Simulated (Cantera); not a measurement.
Input: 1 mol Si3N4, 1.3 mol HCl, 1.5 mol H2, at 8.00e-5 bar.

Cantera equilibrium calculation (NASA polynomials, part measured and part estimated; ideal gas, pure solids and liquids). Candidate condensed phases: NH4Cl, Si, Si3N4; 28 gas species. Mutual solubility and eutectic melting of coexisting phases are not modelled. The tables' values for SiCl, SiCl3, SiN are old estimates; treat these amounts as uncertain. Gases not in the tables: Si2H6 and higher silanes. Equilibrium is a limit: real reactors are often held back by kinetics, nucleation or transport.

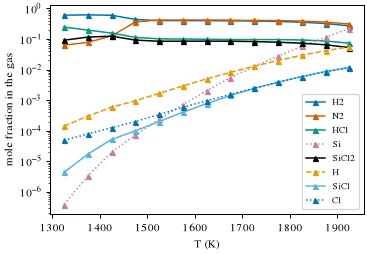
*Equilibrium gas composition (values under 1e-9 drawn at 1e-9)*

From 1325 K to 1375 K the condensed part is Si3N4(s). From 1425 K to 1475 K the condensed part is Si(s) + Si3N4(s). From 1525 K to 1675 K the condensed part is Si(s). From 1725 K to 1925 K the condensed part is Si(l). The main Si-bearing gas is SiCl2 at 1325 K and Si at 1925 K. The share of Si in condensed phases is highest at 1325 K (90.7 %) and lowest at 1925 K (37.6 %).
